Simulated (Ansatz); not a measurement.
System: Cl3HOTi.

The calculation's input:

```
crystal:
  periodic: [false, false, false]
  atoms:
    - {symbol: Ti, position_ang: [-0.025845, -0.049791, -0.372224]}
    - {symbol: O, position_ang: [0.093459, 0.173599, 1.337115]}
    - {symbol: H, position_ang: [0.158550, 0.304464, 2.290242]}
    - {symbol: Cl, position_ang: [1.982575, -0.144322, -1.228602]}
    - {symbol: Cl, position_ang: [-1.118832, 1.630052, -1.243656]}
    - {symbol: Cl, position_ang: [-1.089898, -1.914002, -0.782885]}
basis:
  gaussian: {orbitals: def2-TZVP, initial_orbitals: start.molden}
hamiltonian: {xc: pbe0, dispersion: d4}
scf: {omitted_lower_state_checks: [starts]}
output: {forces: true, orbitals: {seedname: orbitals}}
```

Launched as:

```sh
ansatz run in.yaml --threads 4 --pin off --events-out ev --progress --plain --max-ram 3916MiB
```

Geometry: r2SCAN-D4/def2-SVP; not at a stationary point (largest force 0.5 eV/Å).

Level of theory: RKS PBE0-D4/def2-TZVP in Ansatz 0.2.0.

> What can the converged electron density and electron localisation function tell about the bonding?

Ti–O (1.73 Å): the density is about 1.1 e/Å³ at the midpoint; the ELF peaks at about 0.80 in the valence shell of O, 0.5 Å from its nucleus, and drops to about 0.20 between the two atoms.
Ti–Cl (2.19 Å): ρ at the midpoint is about 0.72 e/Å³; the ELF peaks at about 0.85 in the valence shell of Cl, 0.8 Å from its nucleus, and is about 0.50 at the midpoint.
O–H (0.96 Å): ρ at the midpoint is about 3.8 e/Å³; the ELF climbs to about 1 towards the hydrogen, as it does in any bond to H: a covalent bond by its length.

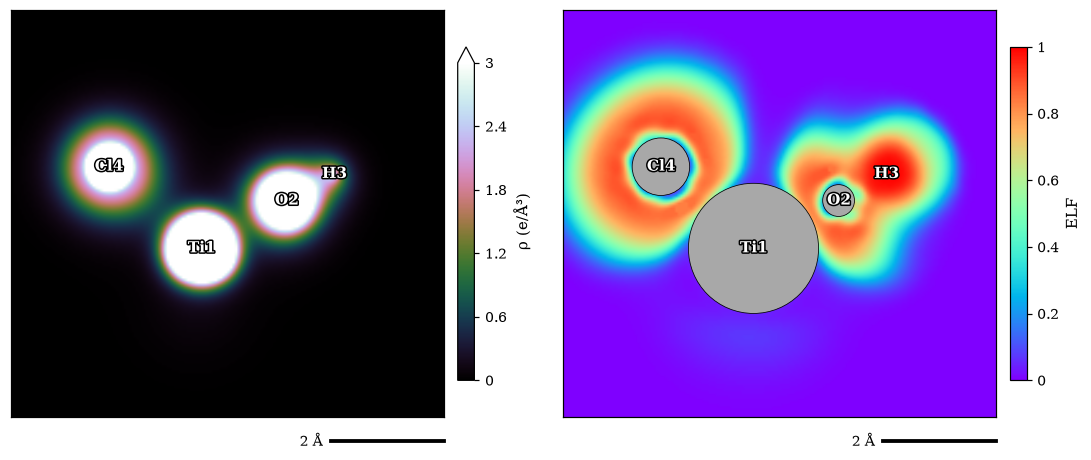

Computed electron density and electron localisation function on the plane of atoms O2, Ti1 and Cl4, in this order. Grey discs cover the atomic cores in the ELF map. 
